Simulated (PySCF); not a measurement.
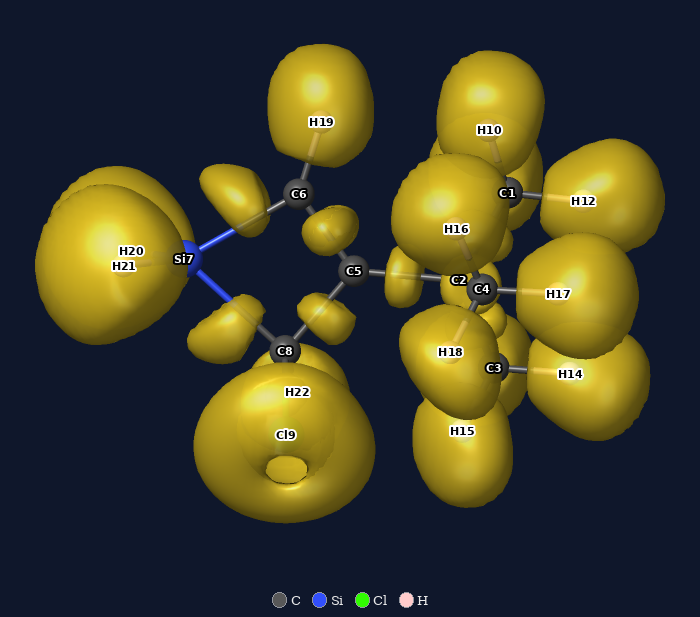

The picture shows: C7H13ClSi. Isosurface of the electron localisation function at 0.8 (yellow), seen across its widest extent. Only the valence region is drawn (cores and ρ < 0.01 e/Å³ removed).

Geometry: GFN2-xTB.

The calculation used PySCF, PBE0/pcSseg-1, SCF density, gas phase, non-relativistic.

The calculation's input:

```
{"job": {"kind": "nmr", "xc": "PBE0", "basis": "pcSseg-1"}, "charge": 0, "multiplicity": 1}
C     -1.563075    -0.552963     1.245253
C     -0.847764     0.143894     0.082336
C     -1.490532    -0.284646    -1.240307
C     -0.979662     1.666348     0.246218
C      0.612002    -0.203667     0.091073
C      1.430887    -0.498993     1.116141
Si     2.988446    -0.690169     0.080440
C      1.511700    -0.290786    -1.116266
Cl     1.633448     1.240456    -2.041091
H     -1.186078    -0.197859     2.200624
H     -1.417435    -1.629830     1.192623
H     -2.630095    -0.345876     1.202797
H     -1.390331    -1.359280    -1.383540
H     -2.549772    -0.036056    -1.237097
H     -1.024528     0.225880    -2.078902
H     -0.502448     1.990199     1.168768
H     -2.030175     1.947913     0.278108
H     -0.506240     2.181885    -0.584914
H      1.163327    -0.584974     2.156019
H      3.568576    -2.021666    -0.082910
H      3.996988     0.359687     0.146193
H      1.202349    -1.040112    -1.843200
```

Run with:

```sh
OMP_NUM_THREADS=1 python probes_run.py task.json out
```

### Identify the bonds, lone pairs and shells in this picture.

The ELF exceeds this value in six regions between bonded C–C atoms (shared pairs), one region between bonded C–Cl atoms (shared pairs), two regions between bonded C–Si atoms (shared pairs), 13 regions around hydrogen nuclei and one ring or bowl of non-bonding electrons around Cl. Profiles from the grid: C–C (1.34 Å): the ELF peaks at about 0.90 between the atoms; a short, multiple covalent bond. C–Cl (1.79 Å): the ELF peaks at about 0.85 between the atoms (a shared electron pair).
